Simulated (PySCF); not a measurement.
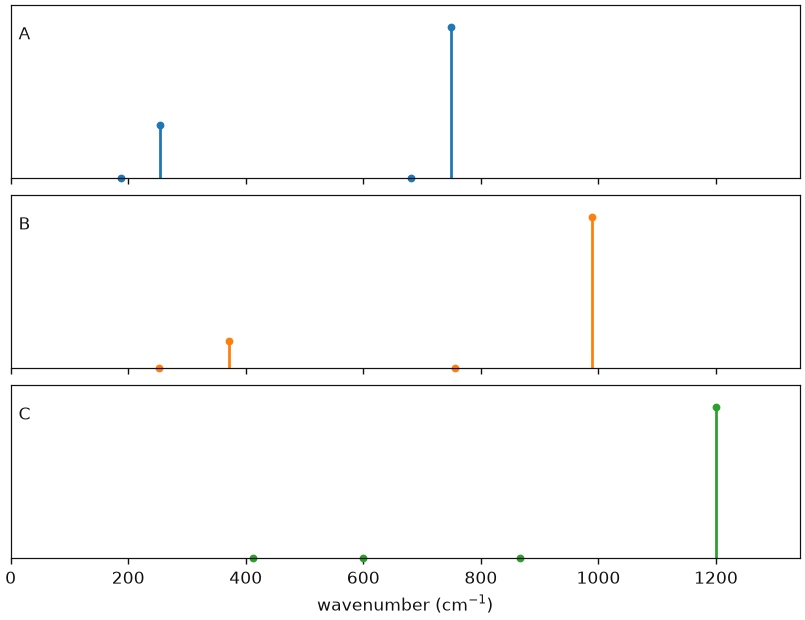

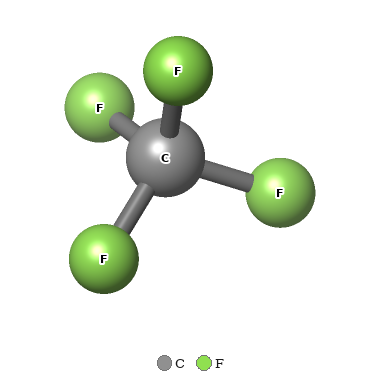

Harmonic infrared lines of CF₄, SiF₄ and GeF₄, all Td singlets, each the lowest point that its search found (CF₄ is drawn); the central atom changes down one group of the periodic table. PBE/def2-TZVP, PySCF 2.14.0, unscaled, no spin-orbit coupling; each panel is scaled to its strongest line, degenerate modes are one line with their intensities summed, and dots on the axis are modes too weak to show or inactive.

**Which panel belongs to which molecule?**

A: GeF₄ (strongest line 749.2 cm⁻¹); B: SiF₄ (strongest line 989.3 cm⁻¹); C: CF₄ (strongest line 1199.7 cm⁻¹).

**How do the bond length and the stretches change along the series?**

Mean bond length: CF₄ 1.337, SiF₄ 1.580, GeF₄ 1.716 Å, rising down the group. Highest t2 mode: CF₄ 1200, SiF₄ 989, GeF₄ 749 cm⁻¹, falling down the group.

Limits of at least one run: no scalar relativity.
